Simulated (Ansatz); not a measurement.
# CH2AlFS (SMILES [F][Al]1[CH2][S]1): what the fields show

```xyz
6

C     0.5653   -0.4321    1.0418
Al    0.4960    0.9869   -0.2230
F    -0.1556    1.7475   -1.5384
S     1.9536    0.9658    1.3066
H     1.0361   -1.4019    0.8363
H    -0.0890   -0.4902    1.9209
```

Geometry: B3LYP-D3(BJ)/def2-SVP.

Level of theory: isolated molecule in a Gaussian basis; Kohn-Sham density functional theory, functional PBE0 (Ansatz 0.2.0).

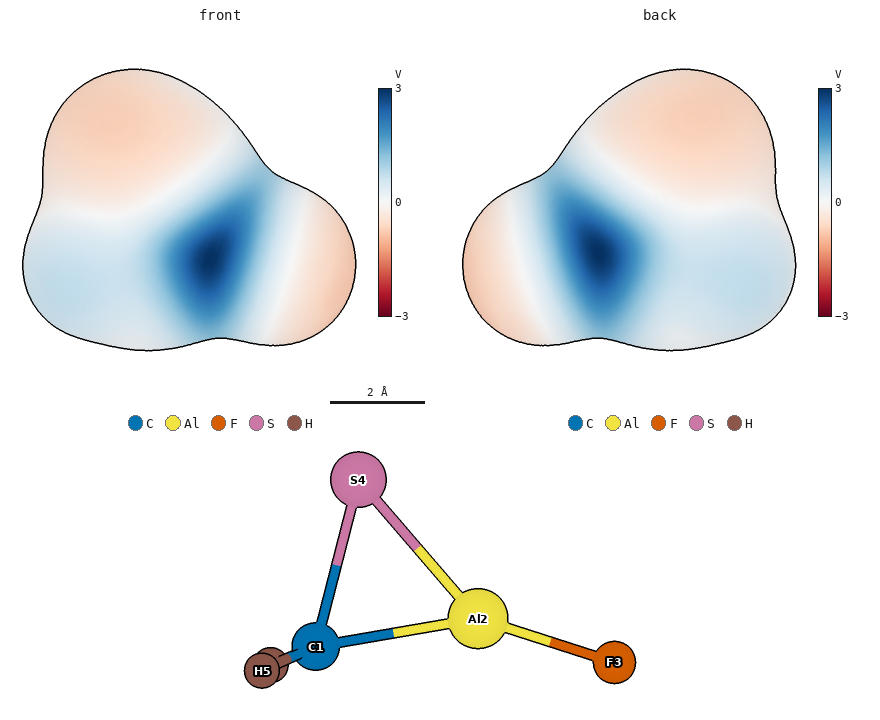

Figure 1. The electrostatic potential painted on the density surface at 0.001 e/bohr³, seen from the front and from behind; red is negative and blue positive. The bare structure is drawn below in the same view.

### Where is the surface potential most negative and most positive?

The most negative region (about −0.8 V) lies over F3, the most positive (about +2.9 V) over Al2.

### How polar is the molecule by this calculation?

Its dipole moment is 1.52 D.

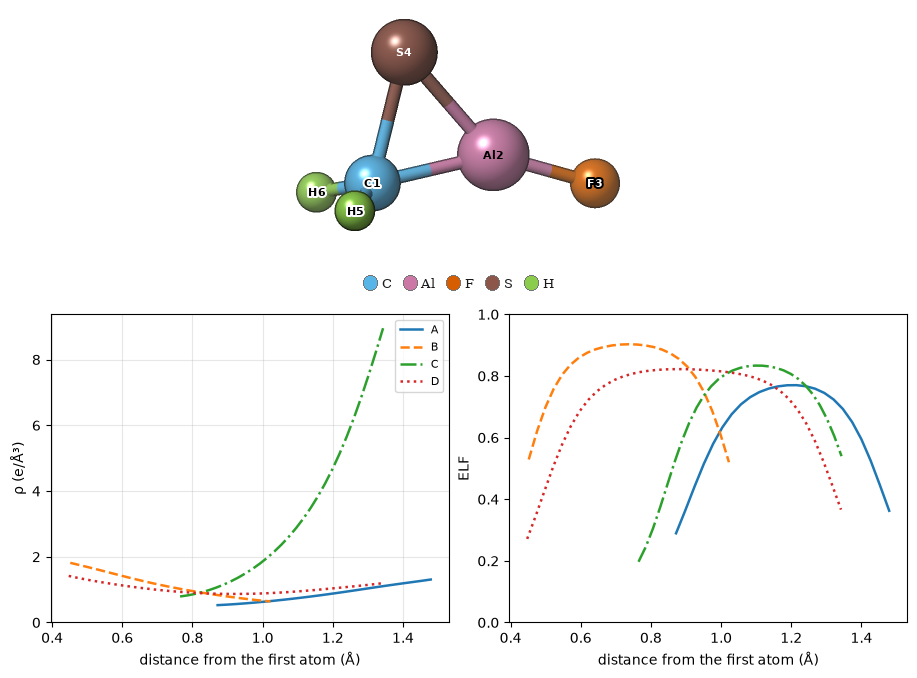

Figure 2. Total electron density and ELF along straight lines between neighbouring atoms. The curves leave out the atomic cores. The structure is drawn too.

### Which curve belongs to which contact (Al–F, Al–S, C–Al and C–S)? The first atom named is at distance zero.

Curve A: Al–S (2.11 Å): ρ at the midpoint is about 0.69 e/Å³; the ELF peaks at about 0.75 in the valence shell of S, 0.9 Å from its nucleus, and is about 0.70 at the midpoint. Curve B: C–Al (1.90 Å): ρ at the midpoint is about 0.72 e/Å³; the ELF peaks at about 0.90 between the atoms, as expected for a polar covalent bond. Curve C: Al–F (1.65 Å): the density is about 0.92 e/Å³ at the midpoint; the ELF peaks at about 0.85 in the valence shell of F, 0.6 Å from its nucleus, and is about 0.35 at the midpoint. Curve D: C–S (1.99 Å): the density is about 0.88 e/Å³ at the midpoint; the ELF peaks at about 0.80 between the atoms: a covalent bond.

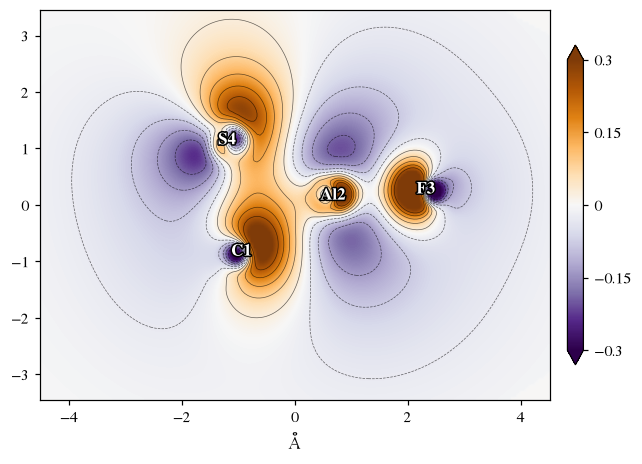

Figure 3. One frontier orbital on the plane of atoms C1, S4 and Al2 (values in Å⁻³ᐟ²; the overall sign is arbitrary).

### Which orbital is it: HOMO or LUMO?

The LUMO, at −1.78 eV. Its weight (Hirshfeld) is mainly on Al2 (about 60 %), S4 (about 15 %), C1 (about 10 %) and F3 (about 10 %).
